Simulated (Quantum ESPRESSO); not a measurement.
## Magnetic state of FeSb from several starts

A self-consistent run ends on one state, which hangs on the start. Several orders of FeSb are started in Quantum ESPRESSO and their energies compared.

Calculated with Quantum ESPRESSO 7.5; LDA; plane waves with GBRV 1.5 LDA potentials, no spin-orbit coupling.

The database entry behind the starting cell differs from later determinations by our own check (0.1 to 0.3 % short, probably kX units), so it need not match the best structure at ambient conditions.

**1. Set-up**

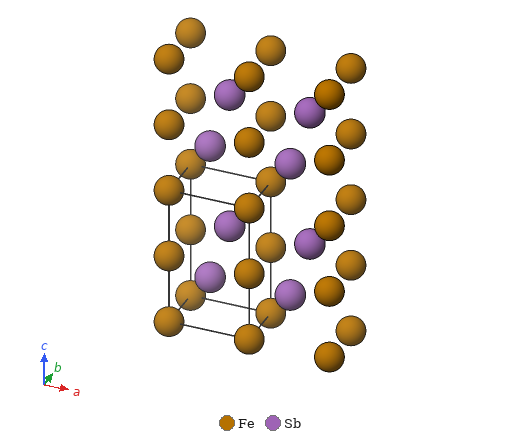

The cell as given, slightly off an axis (iron orange, antimony purple). 2×1×2 cells are drawn. Some periodic images of atoms are drawn too.

The cell comes from the Crystallography Open Database.

**2. Run 1, typed as ferro ++**

The signs are those of the starting moments on the seeded atoms, the atoms that are given a moment.

pw.in reads:

```
&CONTROL
  calculation = 'scf'
  prefix = 'pwscf'
  outdir = './tmp'
  pseudo_dir = './pseudo'
  disk_io = 'nowf'
/
&SYSTEM
  ibrav = 0
  nat = 4
  ntyp = 2
  ecutwfc = 40
  ecutrho = 280
  nbnd = 43
  occupations = 'smearing'
  smearing = 'fd'
  degauss = 0.00734986
  nspin = 2
  starting_magnetization(1) = 0.175
  starting_magnetization(2) = 0
/
&ELECTRONS
  conv_thr = 8d-09
  electron_maxstep = 150
  mixing_beta = 0.3
/
ATOMIC_SPECIES
Fe     55.8450 fe_lda_v1.5.uspp.F.UPF
Sb    121.7600 sb_lda_v1.4.uspp.F.UPF
CELL_PARAMETERS angstrom
   4.0600000000    0.0000000000    0.0000000000
  -2.0300000000    3.5160631394    0.0000000000
   0.0000000000    0.0000000000    5.1300000000
ATOMIC_POSITIONS crystal
Fe      0.0000000000    0.0000000000    0.0000000000
Fe      0.0000000000    0.0000000000    0.5000000000
Sb      0.3333333333    0.6666666667    0.2500000000
Sb      0.6666666667    0.3333333333    0.7500000000
K_POINTS automatic
8 8 8 0 0 0
```

The run is started by

```sh
OMP_NUM_THREADS=1 mpirun -n 4 pw.x -nk 4 -in pw.in > pw.out
```

What it wrote:

```text
Program PWSCF v.7.5 starts

     Message from routine setup:
     using ibrav=0 with symmetry is DISCOURAGED, use correct ibrav instead

     K-points division:     npool     =       4
     Subspace diagonalization in iterative solution of the eigenvalue problem:

     G-vector sticks info
     --------------------
     sticks:   dense  smooth     PW     G-vecs:    dense   smooth      PW
     Sum        1147     649    199                39093    16887    2763

     Using Slab Decomposition

     bravais-lattice index     =            0
     lattice parameter (alat)  =       7.6723  a.u.
     unit-cell volume          =     494.1931 (a.u.)^3
     number of atoms/cell      =            4
     number of atomic types    =            2
     number of electrons       =        62.00
     number of Kohn-Sham states=           43
     kinetic-energy cutoff     =      40.0000  Ry
     charge density cutoff     =     280.0000  Ry
     scf convergence threshold =      8.0E-09
     mixing beta               =       0.3000
     number of iterations used =            8  plain     mixing
     Exchange-correlation=  SLA  PZ   NOGX NOGC
                           (   1   1   0   0   0   0   0)

     celldm(1)=   7.672288  celldm(2)=   0.000000  celldm(3)=   0.000000
     celldm(4)=   0.000000  celldm(5)=   0.000000  celldm(6)=   0.000000

     crystal axes: (cart. coord. in units of alat)
               a(1) = (   1.000000   0.000000   0.000000 )
               a(2) = (  -0.500000   0.866025   0.000000 )
               a(3) = (   0.000000   0.000000   1.263547 )

     reciprocal axes: (cart. coord. in units 2 pi/alat)
               b(1) = (  1.000000  0.577350 -0.000000 )
               b(2) = (  0.000000  1.154701  0.000000 )
               b(3) = (  0.000000 -0.000000  0.791423 )

     PseudoPot. # 1 for Fe read from file:
     fe_lda_v1.5.uspp.F.UPF
     Pseudo is Ultrasoft + core correction, Zval = 16.0
     Generated by new atomic code, or converted to UPF format
     Using radial grid of  861 points,  6 beta functions with:
                l(1) =   0
                l(2) =   0
                l(3) =   1
                l(4) =   1
                l(5) =   2
                l(6) =   2
     Q(r) pseudized with  8 coefficients,  rinner =    1.000   1.000   1.000
                                                       1.000   1.000

     PseudoPot. # 2 for Sb read from file:
     sb_lda_v1.4.uspp.F.UPF
     Pseudo is Ultrasoft + core correction, Zval = 15.0
     Generated by new atomic code, or converted to UPF format
     Using radial grid of  891 points,  6 beta functions with:
                l(1) =   0
                l(2) =   0
                l(3) =   1
                l(4) =   1
                l(5) =   2
                l(6) =   2
     Q(r) pseudized with  8 coefficients,  rinner =    1.350   1.350   1.350
                                                       1.350   1.350

     atomic species   valence    mass     pseudopotential
     Fe               16.00    55.84500     Fe( 1.00)
     Sb               15.00   121.76000     Sb( 1.00)

     Starting magnetic structure
     atomic species   magnetization
     Fe              0.175
     Sb              0.000

     24 Sym. Ops., with inversion, found (12 have fractional translation)

   Cartesian axes

     site n.     atom                  positions (alat units)
         1        Fe     tau(   1) = (   0.0000000   0.0000000   0.0000000  )
         2        Fe     tau(   2) = (   0.0000000   0.0000000   0.6317734  )
         3        Sb     tau(   3) = (  -0.0000000   0.5773503   0.3158867  )
         4        Sb     tau(   4) = (   0.5000000   0.2886751   0.9476601  )

     number of k points=    50  Fermi-Dirac smearing, width (Ry)=  0.0073
                       cart. coord. in units 2pi/alat
        k(    1) = (   0.0000000   0.0000000   0.0000000), wk =   0.0019531
        k(    2) = (   0.0000000   0.0000000   0.0989279), wk =   0.0039062
        k(    3) = (   0.0000000   0.0000000   0.1978558), wk =   0.0039062
        k(    4) = (   0.0000000   0.0000000   0.2967836), wk =   0.0039062
        k(    5) = (   0.0000000   0.0000000  -0.3957115), wk =   0.0019531
        [... 45 further k-points ...]

     Dense  grid:    39093 G-vectors     FFT dimensions: (  45,  45,  54)

     Smooth grid:    16887 G-vectors     FFT dimensions: (  32,  32,  40)

     Check: negative core charge=   -0.000026
     Generating pointlists ...
     new r_m :   0.2606 (alat units)  1.9994 (a.u.) for type    1
     new r_m :   0.2715 (alat units)  2.0828 (a.u.) for type    2

     Initial potential from superposition of free atoms

     starting charge      58.0000, renormalised to      62.0000
     Starting wfcs are   44 randomized atomic wfcs

     Self-consistent Calculation

     iteration #  1     ecut=    40.00 Ry     beta= 0.30
     Davidson diagonalization with overlap
     ethr =  1.00E-02,  avg # of iterations =  5.8

     total energy              =    -868.02846960 Ry
     estimated scf accuracy    <       8.31556564 Ry

     total magnetization       =     3.34 Bohr mag/cell
     absolute magnetization    =     3.87 Bohr mag/cell

     iteration #  2     ecut=    40.00 Ry     beta= 0.30
     Davidson diagonalization with overlap
     ethr =  1.00E-02,  avg # of iterations =  2.6

     total energy              =    -868.46265619 Ry
     estimated scf accuracy    <      11.02620653 Ry

     total magnetization       =     0.66 Bohr mag/cell
     absolute magnetization    =     1.31 Bohr mag/cell

     iteration #  3     ecut=    40.00 Ry     beta= 0.30
     Davidson diagonalization with overlap
     ethr =  1.00E-02,  avg # of iterations =  1.6

     total energy              =    -869.63498472 Ry
     estimated scf accuracy    <       0.71444590 Ry

     total magnetization       =     3.52 Bohr mag/cell
     absolute magnetization    =     4.05 Bohr mag/cell

     [... further iterations left out ...]

     iteration # 11     ecut=    40.00 Ry     beta= 0.30
     Davidson diagonalization with overlap
     ethr =  5.19E-08,  avg # of iterations =  2.3

     total energy              =    -869.74895761 Ry
     estimated scf accuracy    <       0.00001484 Ry

     total magnetization       =     2.97 Bohr mag/cell
     absolute magnetization    =     3.48 Bohr mag/cell

     iteration # 12     ecut=    40.00 Ry     beta= 0.30
     Davidson diagonalization with overlap
     ethr =  2.39E-08,  avg # of iterations =  1.5

     total energy              =    -869.74896137 Ry
     estimated scf accuracy    <       0.00000035 Ry

     total magnetization       =     2.99 Bohr mag/cell
     absolute magnetization    =     3.49 Bohr mag/cell

     iteration # 13     ecut=    40.00 Ry     beta= 0.30
     Davidson diagonalization with overlap
     ethr =  5.67E-10,  avg # of iterations =  2.6

     total energy              =    -869.74896177 Ry
     estimated scf accuracy    <       0.00000004 Ry

     total magnetization       =     2.99 Bohr mag/cell
     absolute magnetization    =     3.50 Bohr mag/cell

     iteration # 14     ecut=    40.00 Ry     beta= 0.30
     Davidson diagonalization with overlap
     ethr =  5.67E-11,  avg # of iterations =  2.0

     Magnetic moment per site  (integrated on atomic sphere of radius R)
     atom   1 (R=0.261)  charge= 14.6458  magn=  1.5860
     atom   2 (R=0.261)  charge= 14.6458  magn=  1.5860
     atom   3 (R=0.271)  charge= 12.1708  magn= -0.0583
     atom   4 (R=0.271)  charge= 12.1708  magn= -0.0583

     End of self-consistent calculation

     Number of k-points >= 100: set verbosity='high' to print the bands.

     the Fermi energy is    13.9388 ev

!    total energy              =    -869.74896178 Ry
     estimated scf accuracy    <          4.4E-09 Ry
     smearing contrib. (-TS)   =      -0.01124582 Ry
     internal energy E=F+TS    =    -869.73771596 Ry

     The total energy is F=E-TS. E is the sum of the following terms:
     one-electron contribution =    -441.20309171 Ry
     hartree contribution      =     256.19215201 Ry
     xc contribution           =    -144.58674079 Ry
     ewald contribution        =    -540.14003548 Ry

     total magnetization       =     2.99 Bohr mag/cell
     absolute magnetization    =     3.50 Bohr mag/cell

     convergence has been achieved in  14 iterations

=------------------------------------------------------------------------------=
   JOB DONE.
=------------------------------------------------------------------------------=
```

Run time: 39 s. Hardware: 4 MPI ranks of Arm Neoverse V2, shared host; peak memory 0.54 GiB.

Spin moment in the atom's sphere by atom:

```csv
atom,spin moment in the atom's sphere (μB)
Fe1,1.59
Fe2,1.59
Sb3,-0.06
Sb4,-0.06
```

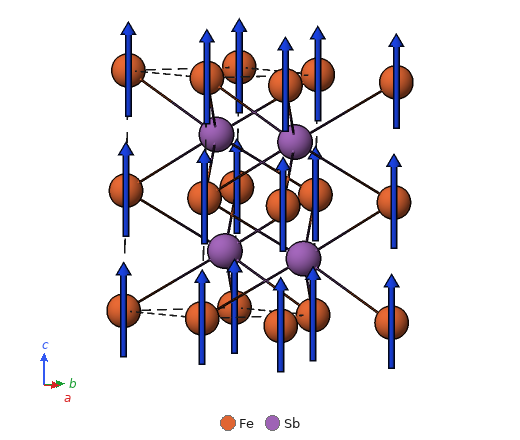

Spin moment in the atom's sphere as arrows, the longest 1.59 μB. Up and down stand for the sign. Arrows give size and sign along the axis of quantisation, drawn up and down the page. Bonds to atoms that aren't drawn are left out. 2×1×1 cells are drawn. Some periodic images of atoms are drawn too.

Numbers from this step:

- smearing term TS: 0.1530 eV
- magnetization: 2.993 μB
- absolute magnetization: 3.498 μB
- final state: ferromagnetic

**3. Run 2, typed as antiferro q=(0,1/2,1/2) +−+−**

This order needs a doubled cell of 8 atoms. The wavevector q is in fractions of the reciprocal vectors of the crystal's primitive cell, as the cells of these inputs are built from it; moments change sign between cells as cos(2π q·R).

pw.in reads:

```
&CONTROL
  calculation = 'scf'
  prefix = 'pwscf'
  outdir = './tmp'
  pseudo_dir = './pseudo'
  disk_io = 'nowf'
/
&SYSTEM
  ibrav = 0
  nat = 8
  ntyp = 3
  ecutwfc = 40
  ecutrho = 280
  nbnd = 77
  occupations = 'smearing'
  smearing = 'fd'
  degauss = 0.00734986
  nspin = 2
  starting_magnetization(1) = 0.175
  starting_magnetization(2) = -0.175
  starting_magnetization(3) = 0
/
&ELECTRONS
  conv_thr = 1.6d-08
  electron_maxstep = 150
  mixing_beta = 0.3
/
ATOMIC_SPECIES
Fe1    55.8450 fe_lda_v1.5.uspp.F.UPF
Fe2    55.8450 fe_lda_v1.5.uspp.F.UPF
Sb    121.7600 sb_lda_v1.4.uspp.F.UPF
CELL_PARAMETERS angstrom
   4.0600000000    0.0000000000    0.0000000000
  -4.0600000000    7.0321262788    0.0000000000
  -2.0300000000    3.5160631394    5.1300000000
ATOMIC_POSITIONS crystal
Fe1     0.0000000000    0.0000000000    0.0000000000
Fe2     0.0000000000    0.5000000000    0.0000000000
Fe1     0.0000000000    0.7500000000    0.5000000000
Fe2     0.0000000000    0.2500000000    0.5000000000
Sb      0.3333333333    0.2083333333    0.2500000000
Sb      0.3333333333    0.7083333333    0.2500000000
Sb      0.6666666667    0.7916666666    0.7500000000
Sb      0.6666666667    0.2916666666    0.7500000000
K_POINTS automatic
8 4 8 0 0 0
```

What it wrote:

```text
[banner, memory and clock lines left out]
Program PWSCF v.7.5 starts

     Message from routine setup:
     using ibrav=0 with symmetry is DISCOURAGED, use correct ibrav instead

     bravais-lattice index     =            0
     lattice parameter (alat)  =       7.6723  a.u.
     unit-cell volume          =     988.3862 (a.u.)^3
     number of atoms/cell      =            8
     number of atomic types    =            3
     number of electrons       =       124.00
     number of Kohn-Sham states=           77
     kinetic-energy cutoff     =      40.0000  Ry
     charge density cutoff     =     280.0000  Ry
     scf convergence threshold =      1.6E-08
     mixing beta               =       0.3000
     number of iterations used =            8  plain     mixing
     Exchange-correlation=  SLA  PZ   NOGX NOGC
                           (   1   1   0   0   0   0   0)

     celldm(1)=   7.672288  celldm(2)=   0.000000  celldm(3)=   0.000000
     celldm(4)=   0.000000  celldm(5)=   0.000000  celldm(6)=   0.000000

     crystal axes: (cart. coord. in units of alat)
               a(1) = (   1.000000   0.000000   0.000000 )
               a(2) = (  -1.000000   1.732051   0.000000 )
               a(3) = (  -0.500000   0.866025   1.263547 )

     reciprocal axes: (cart. coord. in units 2 pi/alat)
               b(1) = (  1.000000  0.577350  0.000000 )
               b(2) = (  0.000000  0.577350 -0.395712 )
               b(3) = (  0.000000 -0.000000  0.791423 )

     PseudoPot. # 1 for Fe read from file:
     fe_lda_v1.5.uspp.F.UPF
     Pseudo is Ultrasoft + core correction, Zval = 16.0

     PseudoPot. # 2 for Fe read from file:
     fe_lda_v1.5.uspp.F.UPF
     Pseudo is Ultrasoft + core correction, Zval = 16.0

     PseudoPot. # 3 for Sb read from file:
     sb_lda_v1.4.uspp.F.UPF
     Pseudo is Ultrasoft + core correction, Zval = 15.0

     atomic species   valence    mass     pseudopotential
     Fe1              16.00    55.84500     Fe( 1.00)
     Fe2              16.00    55.84500     Fe( 1.00)
     Sb               15.00   121.76000     Sb( 1.00)

     Starting magnetic structure
     atomic species   magnetization
     Fe1             0.175
     Fe2            -0.175
     Sb              0.000

      4 Sym. Ops. (no inversion) found ( 2 have fractional translation)

   Cartesian axes

     site n.     atom                  positions (alat units)
         1        Fe1    tau(   1) = (   0.0000000   0.0000000   0.0000000  )
         2        Fe2    tau(   2) = (  -0.5000000   0.8660254   0.0000000  )
         3        Fe1    tau(   3) = (  -1.0000000   1.7320508   0.6317734  )
         4        Fe2    tau(   4) = (  -0.5000000   0.8660254   0.6317734  )
         5        Sb     tau(   5) = (  -0.0000000   0.5773503   0.3158867  )
         6        Sb     tau(   6) = (  -0.5000000   1.4433757   0.3158867  )
         7        Sb     tau(   7) = (  -0.5000000   2.0207259   0.9476601  )
         8        Sb     tau(   8) = (   0.0000000   1.1547005   0.9476601  )

     number of k points=    55  Fermi-Dirac smearing, width (Ry)=  0.0073
                       cart. coord. in units 2pi/alat
        k(    1) = (   0.0000000   0.0000000   0.0000000), wk =   0.0039062
        k(    2) = (   0.0000000   0.0000000   0.0989279), wk =   0.0078125
        k(    3) = (   0.0000000   0.0000000   0.1978558), wk =   0.0078125
        k(    4) = (   0.0000000   0.0000000   0.2967836), wk =   0.0078125
        k(    5) = (   0.0000000   0.0000000  -0.3957115), wk =   0.0039062
        [... 50 further k-points ...]

     Dense  grid:    78109 G-vectors     FFT dimensions: (  45,  96,  72)

     Smooth grid:    33747 G-vectors     FFT dimensions: (  32,  64,  50)

     Check: negative core charge=   -0.000026
     Generating pointlists ...
     new r_m :   0.2606 (alat units)  1.9994 (a.u.) for type    1
     new r_m :   0.2606 (alat units)  1.9994 (a.u.) for type    2
     new r_m :   0.2715 (alat units)  2.0828 (a.u.) for type    3

     Initial potential from superposition of free atoms

     starting charge     115.9999, renormalised to     124.0000
     Starting wfcs are   88 randomized atomic wfcs

     Self-consistent Calculation

     iteration #  1     ecut=    40.00 Ry     beta= 0.30
     Davidson diagonalization with overlap
     ethr =  1.00E-02,  avg # of iterations =  3.3

     total energy              =   -1736.17075647 Ry
     estimated scf accuracy    <      16.36226671 Ry

     total magnetization       =     0.00 Bohr mag/cell
     absolute magnetization    =     7.65 Bohr mag/cell

     iteration #  2     ecut=    40.00 Ry     beta= 0.30
     Davidson diagonalization with overlap
     ethr =  1.00E-02,  avg # of iterations =  3.0

     total energy              =   -1737.02800194 Ry
     estimated scf accuracy    <      21.04931253 Ry

     total magnetization       =     0.00 Bohr mag/cell
     absolute magnetization    =     2.51 Bohr mag/cell

     [... further iterations left out ...]

     iteration # 14     ecut=    40.00 Ry     beta= 0.30
     Davidson diagonalization with overlap
     ethr =  6.55E-10,  avg # of iterations =  2.0

     total energy              =   -1739.48927242 Ry
     estimated scf accuracy    <       0.00000010 Ry

     total magnetization       =     0.00 Bohr mag/cell
     absolute magnetization    =     7.18 Bohr mag/cell

     iteration # 15     ecut=    40.00 Ry     beta= 0.30
     Davidson diagonalization with overlap
     ethr =  7.86E-11,  avg # of iterations =  2.9

     Magnetic moment per site  (integrated on atomic sphere of radius R)
     atom   1 (R=0.261)  charge= 14.6434  magn=  1.6515
     atom   2 (R=0.261)  charge= 14.6433  magn= -1.6514
     atom   3 (R=0.261)  charge= 14.6434  magn=  1.6515
     atom   4 (R=0.261)  charge= 14.6433  magn= -1.6514
     atom   5 (R=0.271)  charge= 12.1683  magn=  0.0105
     atom   6 (R=0.271)  charge= 12.1683  magn= -0.0105
     atom   7 (R=0.271)  charge= 12.1774  magn=  0.0000
     atom   8 (R=0.271)  charge= 12.1774  magn= -0.0000

     End of self-consistent calculation

     Number of k-points >= 100: set verbosity='high' to print the bands.

     the Fermi energy is    13.9464 ev

!    total energy              =   -1739.48927249 Ry
     estimated scf accuracy    <       0.00000001 Ry
     smearing contrib. (-TS)   =      -0.02177125 Ry
     internal energy E=F+TS    =   -1739.46750124 Ry

     The total energy is F=E-TS. E is the sum of the following terms:
     one-electron contribution =    -882.34959930 Ry
     hartree contribution      =     512.35023311 Ry
     xc contribution           =    -289.18806409 Ry
     ewald contribution        =   -1080.28007095 Ry

     total magnetization       =     0.00 Bohr mag/cell
     absolute magnetization    =     7.18 Bohr mag/cell

     convergence has been achieved in  15 iterations
```

The job ended after 4.2 min (4 MPI ranks; peak memory 1.1 GiB).

Spin moment in the atom's sphere by atom:

```
atom  spin moment in the atom's sphere (μB)
 Fe1                                   1.65
 Fe2                                  -1.65
 Fe3                                   1.65
 Fe4                                  -1.65
 Sb5                                   0.01
 Sb6                                  -0.01
 Sb7                                   0.00
 Sb8                                   0.00
```

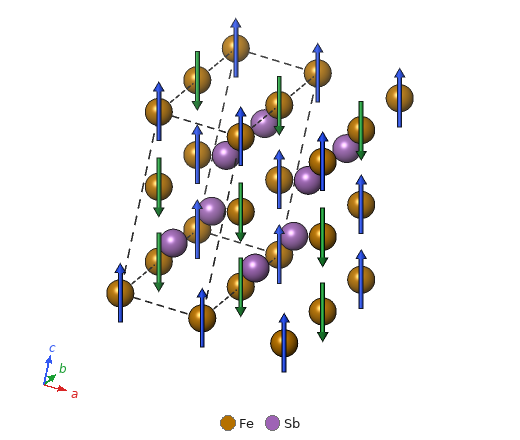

Spin moment in the atom's sphere as arrows, the longest 1.65 μB. Up and down stand for the sign. Arrows give size and sign along the axis of quantisation, drawn up and down the page. The two directions have two colours. 2×1×1 cells are drawn. Some periodic images of atoms are drawn too.

This step gave:

| Quantity | Value |
| --- | --- |
| smearing term TS | 0.2962 eV |
| magnetization | 0 μB |
| absolute magnetization | 7.181 μB |
| final state | antiferromagnetic |

[end of part 1 of 2]

[Logs and program files are shortened in this print: banners, set-up blocks, solver, clock and traceback lines can be left out without a mark of their own.]

[Logs are printed without paths, hosts, clocks, repeated set-up lines and the standing remarks that a program may print on its own settings, such as how far it seeks lower states.]

[Hosts, paths, dates, database ids (printed as entryN), source tags and the programs' standing remarks are cut or masked in the printed files.]

[Where a cell is said to come from a database of computed structures, the database is the Materials Project.]
